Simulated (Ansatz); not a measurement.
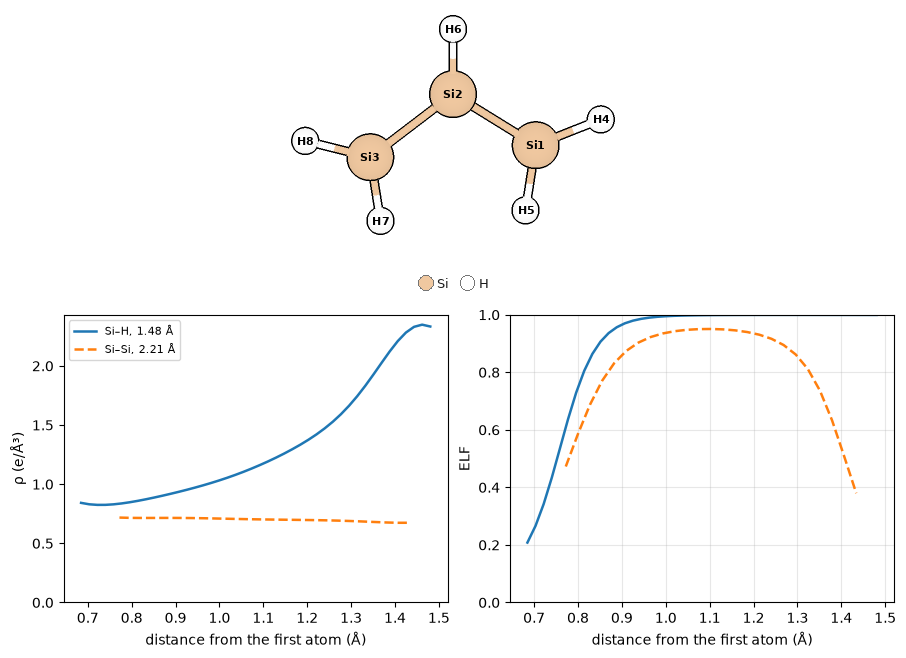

Figure. H₅Si₃ (SMILES [SiH2]=[SiH][SiH2+]) (charge +1). Electron density and ELF along straight lines between neighbouring atoms. The curves leave out the atomic cores. The structure is drawn too.

Geometry: r2SCAN-D4/def2-SVP.

Level of theory: isolated molecule in a Gaussian basis; Kohn-Sham density functional theory, functional PBE0 in Ansatz.

```xyz
8

Si   -1.9802   -1.3139    2.3349
Si   -0.0004   -0.3589    2.1479
Si    0.9706   -1.1736    0.3423
H    -2.9555   -1.0439    3.4178
H    -2.3678   -2.3023    1.2993
H     0.5740    0.6473    3.0695
H     0.2202   -2.1799   -0.4477
H     2.3182   -0.7931   -0.1434
```

> What can be read from the curves?

Si–H (1.48 Å): ρ is about 0.83 e/Å³ halfway; the ELF climbs to about 1 towards the hydrogen, as it does in any bond to H.
Si–Si (2.21 Å): ρ at the midpoint is about 0.7 e/Å³; the ELF peaks at about 0.95 between the atoms: localised, covalent bonding.
